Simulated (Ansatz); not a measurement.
## Geometry relaxation of CH$_{6}$Ge

- system: CH$_{6}$Ge
- method: RKS BHLYP-D4/def2-mTZVP (Ansatz 0.2.0)

It belongs to a series of runs on one base structure; here: start relaxed. Figures and captions count atoms from 1; the log counts them from 0 in places.

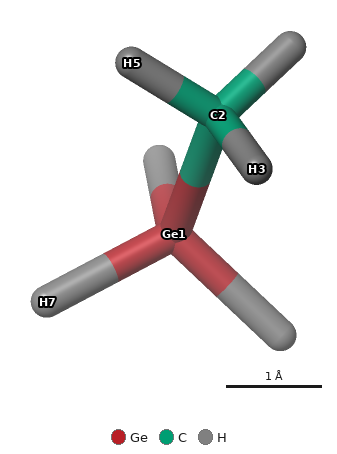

Fig. 1: The input geometry (stick view, seen at an oblique angle; atoms are numbered from 1 in the order of the input). Sticks mark near contacts.

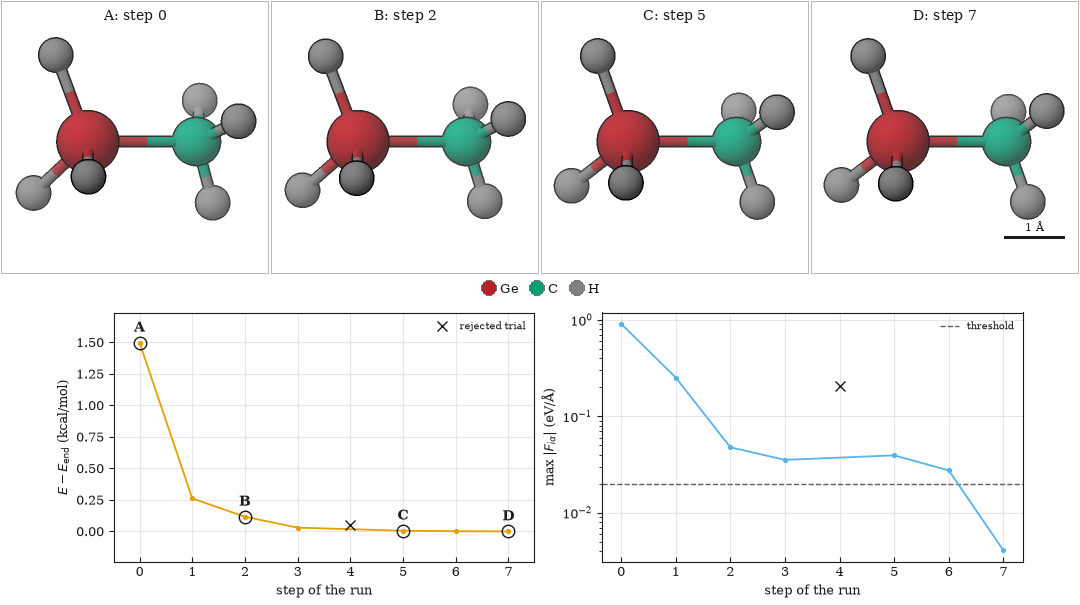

Fig. 2: Frames of the relaxation (ball-and-stick view, seen at a tilt) above the curves, on which the letters mark them (the first geometry is step 0 here and step 1 in the log).

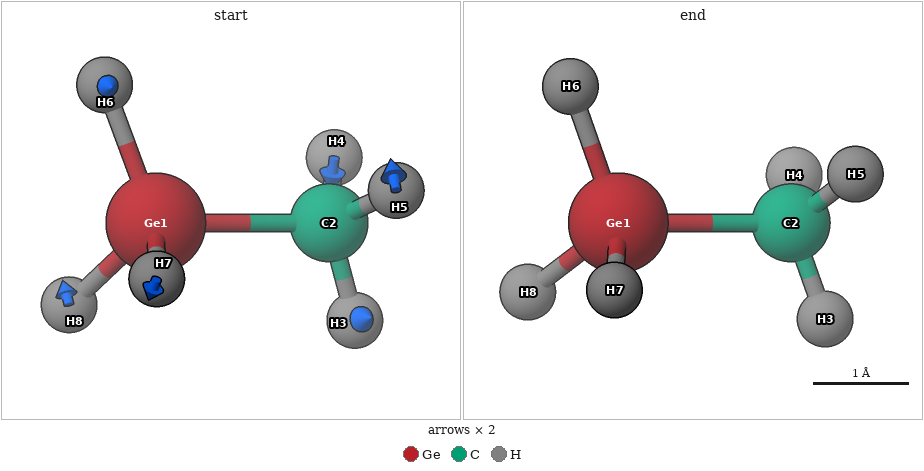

Fig. 3: Before (left) and after (right) the relaxation, at one scale (ball-and-stick view, seen at a tilt). The blue arrows give the displacements, magnified 2 times. The energy falls by 1.50 kcal/mol in 7 geometry steps. The largest force component goes from 0.91 to 0.0041 eV/Å. The line search rejected the trial step at point 4 (counted from 0) and went back. The largest moves after the best rigid fit, 0.21 Å, are those of H3, H4 and H5. By element the largest moves are H 0.21 Å, Ge 0.01 Å. C stays in place. Distances before and after: C2–H3 1.110 → 1.083 Å, Ge1–H6 1.550 → 1.533 Å, Ge1–C2 1.960 → 1.955 Å. (Atoms are counted from 1 in the order of the input.)

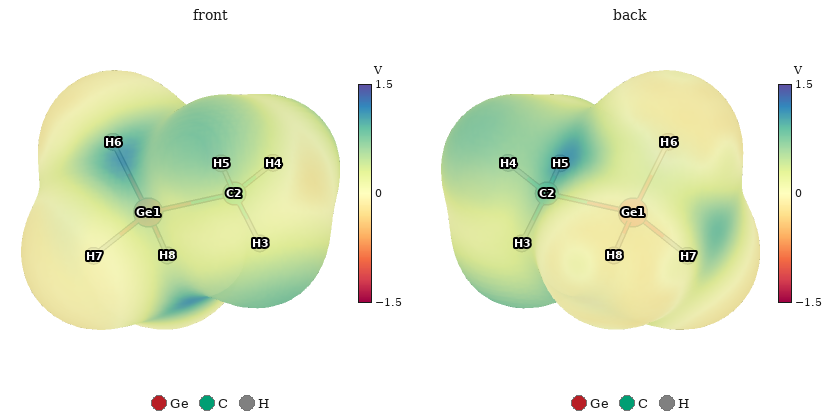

Fig. 4: The electrostatic potential painted on the density surface at 0.002 e/bohr³, seen at a tilt and from behind; the colour scale runs from red (negative) to blue (positive).

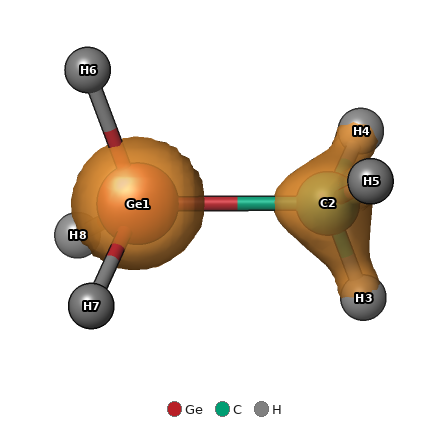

Fig. 5: Isosurface of the total electron density at 1.5 e/Å³ (orange), seen face on. At this value the surface falls into five separate pieces. It is pinched off along the C–Ge (1.95 Å) and Ge–H (1.53 Å) contacts. On the grid the lowest density along these lines, outside the cores, is 0.85 e/Å³ (C–Ge, 1.95 Å), 1.9 e/Å³ (C–H, 1.08 Å) and 0.86 e/Å³ (Ge–H, 1.53 Å).

The input and output of the run follow.

Input:
```yaml
crystal:
  periodic: [false, false, false]
  atoms:
    - { symbol: Ge, position_ang: [0.0, 0.0, 0.0] }
    - { symbol: C, position_ang: [0.0, 0.0, 1.96] }
    - { symbol: H, position_ang: [-0.9996, -0.3092, 2.3305] }
    - { symbol: H, position_ang: [0.7676, -0.7111, 2.3305] }
    - { symbol: H, position_ang: [0.232, 1.0203, 2.3305] }
    - { symbol: H, position_ang: [1.4616, 0.0, -0.5162] }
    - { symbol: H, position_ang: [-0.73, 1.2648, -0.5162] }
    - { symbol: H, position_ang: [-0.73, -1.2648, -0.5162] }
basis:
  gaussian: { orbitals: def2-mTZVP }
hamiltonian:
  xc: { name: BHLYP }
  dispersion: d4
relax:
  f_tol: 0.02
  max_steps: 40
output:
  orbitals: {}
```

Command:
```bash
ansatz run input.yaml --threads 1 --pin off --max-ram 2048MiB --backend cpu --events-out ev --progress --plain --runs-dir out
```

What the program printed:
```
The last accepted step is kept in [file] (removed where the run ends without a failure and the disk answers)
Engine: ansatz 0.2.0, aarch64-unknown-linux-gnu
Functional definition: BHLYP
  parameter a = 0.5
  exchange = (1 - a)*b88_x + a*exact_x
  correlation = lyp_c
767 factors; integrals over basis functions are off by at most 5.5e-4 eV
mean field evaluation 1: about -57648.4994 eV, gradient 3.9e1 eV
mean field evaluation 2: about -57648.8475 eV, gradient 3.5e1 eV
mean field evaluation 4: about -57651.6985 eV, gradient 8.1e-1 eV
mean field evaluation 8: about -57651.7273 eV, gradient 1.9e-2 eV
mean field -57651.72733455 eV, -2118.6619018004 hartree, gradient 1.4e-5 eV, S^2 0.000000; 0 other end points of the search recorded, 0 dependent functions left out
the calculation of the forces begins
reference -57651.72750305 eV, -2118.6619079928 hartree; 22, 22 occupied and 51, 51 virtual orbitals, 767 factors
relax step   1: F+E_penalty+E_count = -57651.85074867 eV  Δ(F+E_penalty+E_count) = +0.000e0 eV  max|allowed force component| = 9.115e-1 eV/Å  Δτ_max = 0.0000 Å  (23 SCF iters, accepted)
these checks for a lower state are left out or cut short: starts, cluster_reference, orbital_swaps, neighbouring_geometries, increment
767 factors; integrals over basis functions are off by at most 5.4e-4 eV
mean field evaluation 16: about -57651.7320 eV, gradient 2.7e0 eV
mean field -57651.78127060 eV, -2118.6638839137 hartree, gradient 2.5e-5 eV, S^2 0.000000; 0 other end points of the search recorded, 0 dependent functions left out
the calculation of the forces begins
reference -57651.78143816 eV, -2118.6638900713 hartree; 22, 22 occupied and 51, 51 virtual orbitals, 767 factors
relax step   2: F+E_penalty+E_count = -57651.90433343 eV  Δ(F+E_penalty+E_count) = -5.358e-2 eV  max|allowed force component| = 2.523e-1 eV/Å  Δτ_max = 0.0529 Å  (27 SCF iters, accepted)
these checks for a lower state are left out or cut short: starts, cluster_reference, orbital_swaps, neighbouring_geometries, increment
767 factors; integrals over basis functions are off by at most 5.5e-4 eV
mean field -57651.78735492 eV, -2118.6641075081 hartree, gradient 2.3e-5 eV, S^2 0.000000; 0 other end points of the search recorded, 0 dependent functions left out
the calculation of the forces begins
reference -57651.78752229 eV, -2118.6641136592 hartree; 22, 22 occupied and 51, 51 virtual orbitals, 767 factors
relax step   3: F+E_penalty+E_count = -57651.91062729 eV  Δ(F+E_penalty+E_count) = -6.294e-3 eV  max|allowed force component| = 4.772e-2 eV/Å  Δτ_max = 0.0247 Å  (27 SCF iters, accepted)
these checks for a lower state are left out or cut short: starts, cluster_reference, orbital_swaps, neighbouring_geometries, increment
767 factors; integrals over basis functions are off by at most 5.4e-4 eV
mean field evaluation 32: about -57651.7910 eV, gradient 1.5e-1 eV
mean field -57651.79107338 eV, -2118.6642441593 hartree, gradient 2.2e-5 eV, S^2 0.000000; 0 other end points of the search recorded, 0 dependent functions left out
the calculation of the forces begins
reference -57651.79124062 eV, -2118.6642503053 hartree; 22, 22 occupied and 51, 51 virtual orbitals, 767 factors
relax step   4: F+E_penalty+E_count = -57651.91437103 eV  Δ(F+E_penalty+E_count) = -3.744e-3 eV  max|allowed force component| = 3.533e-2 eV/Å  Δτ_max = 0.0754 Å  (25 SCF iters, accepted)
these checks for a lower state are left out or cut short: starts, cluster_reference, orbital_swaps, neighbouring_geometries, increment
767 factors; integrals over basis functions are off by at most 5.8e-4 eV
mean field -57651.78997027 eV, -2118.6642036205 hartree, gradient 2.2e-5 eV, S^2 0.000000; 0 other end points of the search recorded, 0 dependent functions left out
the calculation of the forces begins
reference -57651.79013779 eV, -2118.6642097768 hartree; 22, 22 occupied and 51, 51 virtual orbitals, 767 factors
relax step   5: F+E_penalty+E_count = -57651.91329919 eV  Δ(F+E_penalty+E_count) = +1.072e-3 eV  max|allowed force component| = 2.055e-1 eV/Å  Δτ_max = 0.1030 Å  (25 SCF iters, rejected (line search))
these checks for a lower state are left out or cut short: starts, cluster_reference, orbital_swaps, neighbouring_geometries, increment
767 factors; integrals over basis functions are off by at most 5.6e-4 eV
mean field -57651.79213043 eV, -2118.6642830052 hartree, gradient 2.3e-5 eV, S^2 0.000000; 0 other end points of the search recorded, 0 dependent functions left out
the calculation of the forces begins
reference -57651.79229781 eV, -2118.6642891561 hartree; 22, 22 occupied and 51, 51 virtual orbitals, 767 factors
relax step   6: F+E_penalty+E_count = -57651.91543276 eV  Δ(F+E_penalty+E_count) = -1.062e-3 eV  max|allowed force component| = 3.936e-2 eV/Å  Δτ_max = 0.0493 Å  (26 SCF iters, accepted)
these checks for a lower state are left out or cut short: starts, cluster_reference, orbital_swaps, neighbouring_geometries, increment
767 factors; integrals over basis functions are off by at most 5.6e-4 eV
mean field -57651.79229063 eV, -2118.6642888923 hartree, gradient 2.2e-5 eV, S^2 0.000000; 0 other end points of the search recorded, 0 dependent functions left out
the calculation of the forces begins
reference -57651.79245799 eV, -2118.6642950426 hartree; 22, 22 occupied and 51, 51 virtual orbitals, 767 factors
relax step   7: F+E_penalty+E_count = -57651.91560814 eV  Δ(F+E_penalty+E_count) = -1.754e-4 eV  max|allowed force component| = 2.747e-2 eV/Å  Δτ_max = 0.0186 Å  (21 SCF iters, accepted)
these checks for a lower state are left out or cut short: starts, cluster_reference, orbital_swaps, neighbouring_geometries, increment
767 factors; integrals over basis functions are off by at most 5.6e-4 eV
mean field -57651.79235249 eV, -2118.6642911656 hartree, gradient 2.1e-5 eV, S^2 0.000000; 0 other end points of the search recorded, 0 dependent functions left out
the calculation of the forces begins
reference -57651.79251983 eV, -2118.6642973152 hartree; 22, 22 occupied and 51, 51 virtual orbitals, 767 factors
relax step   8: F+E_penalty+E_count = -57651.91566141 eV  Δ(F+E_penalty+E_count) = -5.326e-5 eV  max|allowed force component| = 4.077e-3 eV/Å  Δτ_max = 0.0055 Å  (21 SCF iters, accepted)
767 factors; integrals over basis functions are off by at most 5.6e-4 eV
mean field evaluation 64: about -57651.7924 eV, gradient 2.1e-5 eV
mean field -57651.79235249 eV, -2118.6642911656 hartree, gradient 2.1e-5 eV, S^2 0.000000; 1 other end points of the search recorded, 0 dependent functions left out
the calculation of the forces begins
reference -57651.79251983 eV, -2118.6642973152 hartree; 22, 22 occupied and 51, 51 virtual orbitals, 767 factors
Total energy: -57651.91582875 eV, -2118.6688288343 hartree
Atom 0 at     0.000334     0.000006     0.005862 Å, force    -0.000174    -0.000059    -0.004077 eV/Å
Atom 1 at     0.000070     0.000000     1.960829 Å, force     0.000101     0.000018    -0.002010 eV/Å
Atom 2 at    -1.007754    -0.101773     2.342865 Å, force     0.002387     0.000380     0.000663 eV/Å
Atom 3 at     0.592043    -0.821871     2.343078 Å, force    -0.001516     0.001876     0.000738 eV/Å
Atom 4 at     0.415766     0.923644     2.343054 Å, force    -0.000861    -0.002252     0.000746 eV/Å
Atom 5 at     1.429384     0.141388    -0.530778 Å, force    -0.000797     0.000056     0.001362 eV/Å
Atom 6 at    -0.836581     1.166832    -0.531015 Å, force     0.000426    -0.000610     0.001288 eV/Å
Atom 7 at    -0.591663    -1.308227    -0.530995 Å, force     0.000434     0.000591     0.001289 eV/Å
Dipole moment:    -0.000003     0.000008     0.142187 e Å
```

Trajectory as extended XYZ (Å, eV, eV/Å), 8 frames, from step=1 to step=8:
```
8
Properties=species:S:1:pos:R:3:forces:R:3 step=1 energy=-57651.85075
Ge    0.0000    0.0000    0.0000    0.0183   0.0000  -0.0677
C     0.0000    0.0000    1.9600    0.0004  -0.0001   0.5027
H    -0.9996   -0.3092    2.3305    0.8825   0.2933  -0.1599
H     0.7676   -0.7111    2.3305   -0.6960   0.6183  -0.1602
H     0.2320    1.0203    2.3305   -0.1871  -0.9115  -0.1601
H     1.4616    0.0000   -0.5162   -0.3144   0.0140   0.0191
H    -0.7300    1.2648   -0.5162    0.1360  -0.2637   0.0130
H    -0.7300   -1.2648   -0.5162    0.1602   0.2497   0.0130
8
Properties=species:S:1:pos:R:3:forces:R:3 step=2 energy=-57651.90433
Ge    0.0002    0.0000    0.0063    0.0019   0.0001  -0.0530
C     0.0000    0.0000    1.9668    0.0001  -0.0001   0.2523
H    -0.9807   -0.2687    2.3586    0.2047   0.0715  -0.1273
H     0.7231   -0.7150    2.3588   -0.1645   0.1417  -0.1274
H     0.2577    0.9837    2.3587   -0.0404  -0.2132  -0.1273
H     1.4309    0.0234   -0.5486   -0.0047   0.0104   0.0613
H    -0.7350    1.2273   -0.5488   -0.0077  -0.0086   0.0607
H    -0.6946   -1.2506   -0.5488    0.0106  -0.0019   0.0607
8
Properties=species:S:1:pos:R:3:forces:R:3 step=3 energy=-57651.91063
Ge    0.0003    0.0000    0.0042   -0.0007   0.0000   0.0097
C     0.0001    0.0000    1.9600    0.0000   0.0000   0.0477
H    -0.9808   -0.2477    2.3456   -0.0077   0.0126  -0.0188
H     0.7050   -0.7256    2.3458   -0.0071  -0.0129  -0.0187
H     0.2759    0.9733    2.3457    0.0147   0.0004  -0.0187
H     1.4356    0.0376   -0.5326    0.0011   0.0100  -0.0006
H    -0.7498    1.2242   -0.5329   -0.0088  -0.0046  -0.0003
H    -0.6847   -1.2617   -0.5329    0.0084  -0.0054  -0.0003
8
Properties=species:S:1:pos:R:3:forces:R:3 step=4 energy=-57651.91437
Ge    0.0003    0.0000    0.0063    0.0001   0.0001   0.0009
C     0.0001    0.0000    1.9621   -0.0001   0.0000  -0.0353
H    -0.9981   -0.1744    2.3428   -0.0001   0.0075   0.0092
H     0.6501   -0.7772    2.3430   -0.0065  -0.0039   0.0091
H     0.3480    0.9516    2.3430    0.0066  -0.0036   0.0091
H     1.4330    0.0902   -0.5313    0.0033   0.0055   0.0023
H    -0.7941    1.1955   -0.5315   -0.0064   0.0000   0.0023
H    -0.6378   -1.2858   -0.5315    0.0031  -0.0055   0.0024
8
Properties=species:S:1:pos:R:3:forces:R:3 step=5 energy=-57651.91330 accepted=F
Ge    0.0003    0.0000    0.0059   -0.0003  -0.0001  -0.0158
C     0.0001    0.0000    1.9615    0.0000   0.0000   0.1114
H    -1.0174   -0.0733    2.3406    0.2055   0.0119  -0.0357
H     0.5722   -0.8444    2.3409   -0.1131   0.1719  -0.0358
H     0.4452    0.9177    2.3409   -0.0924  -0.1838  -0.0357
H     1.4297    0.1623   -0.5288   -0.0314  -0.0056   0.0039
H    -0.8548    1.1567   -0.5290    0.0207  -0.0245   0.0039
H    -0.5737   -1.3190   -0.5290    0.0109   0.0302   0.0038
8
Properties=species:S:1:pos:R:3:forces:R:3 step=6 energy=-57651.91543
Ge    0.0003    0.0000    0.0054    0.0000   0.0000   0.0019
C     0.0001    0.0000    1.9611    0.0000   0.0000   0.0181
H    -1.0062   -0.1258    2.3430    0.0394   0.0075  -0.0092
H     0.6121   -0.8086    2.3432   -0.0262   0.0303  -0.0092
H     0.3942    0.9343    2.3432   -0.0132  -0.0378  -0.0092
H     1.4315    0.1248   -0.5308   -0.0084   0.0011   0.0025
H    -0.8233    1.1770   -0.5311    0.0033  -0.0078   0.0025
H    -0.6071   -1.3018   -0.5310    0.0052   0.0068   0.0025
8
Properties=species:S:1:pos:R:3:forces:R:3 step=7 energy=-57651.91561
Ge    0.0003    0.0000    0.0058    0.0001   0.0000  -0.0061
C     0.0001    0.0000    1.9607    0.0000   0.0000   0.0127
H    -1.0081   -0.1072    2.3422    0.0275   0.0036  -0.0025
H     0.5969   -0.8195    2.3424   -0.0169   0.0220  -0.0026
H     0.4112    0.9267    2.3424   -0.0106  -0.0256  -0.0026
H     1.4302    0.1377   -0.5301   -0.0055  -0.0001   0.0003
H    -0.8338    1.1694   -0.5303    0.0028  -0.0048   0.0004
H    -0.5953   -1.3071   -0.5303    0.0027   0.0048   0.0004
8
Properties=species:S:1:pos:R:3:forces:R:3 step=8 energy=-57651.91566
Ge    0.0003    0.0000    0.0059   -0.0002  -0.0001  -0.0041
C     0.0001    0.0000    1.9608    0.0001   0.0000  -0.0020
H    -1.0078   -0.1018    2.3429    0.0024   0.0004   0.0007
H     0.5920   -0.8219    2.3431   -0.0015   0.0019   0.0007
H     0.4158    0.9236    2.3431   -0.0009  -0.0023   0.0007
H     1.4294    0.1414   -0.5308   -0.0008   0.0001   0.0014
H    -0.8366    1.1668   -0.5310    0.0004  -0.0006   0.0013
H    -0.5917   -1.3082   -0.5310    0.0004   0.0006   0.0013
```

Results in brief:

| quantity | value |
| --- | --- |
| outcome | converged |
| total energy | −57651.9158 eV |
| mean-field energy | −57651.7925 eV |
| largest force (length of the vector) at the end | 0.004 eV/Å |
| hardware | 1 thread of Arm Neoverse V2, 24 GiB of memory available, shared host |
| wall time | 17 s |
| peak memory | 0.14 GiB |
